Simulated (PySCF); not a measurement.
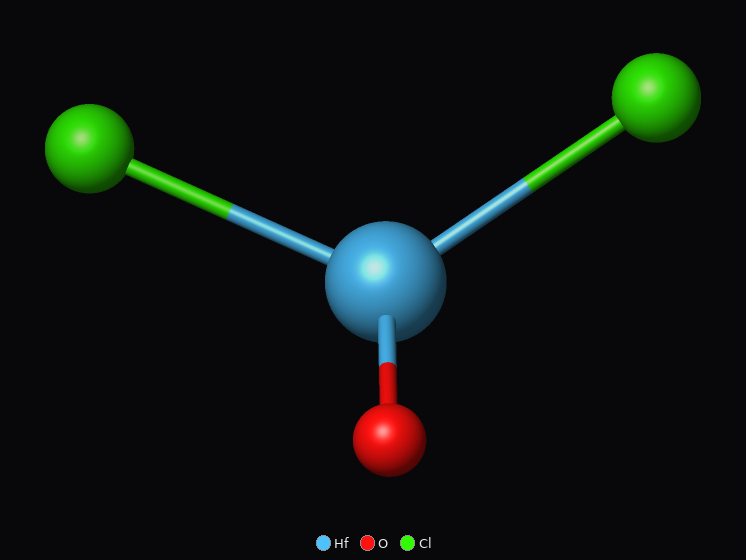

The species is neutral and a spin singlet. The computed structure is the end point of a PBE0/def2-TZVP with core potentials optimisation.

**Describe the coordination sphere.**

Hf binds 3 atoms: 1 O at 1.74 Å, 2 Cl at 2.37 Å.

**Give the formal oxidation state and the d-electron count.**

Hf(IV), d⁰, counting the ligands as closed-shell ions or neutral donors.

The search tried a few shapes and spins; others may lie lower.
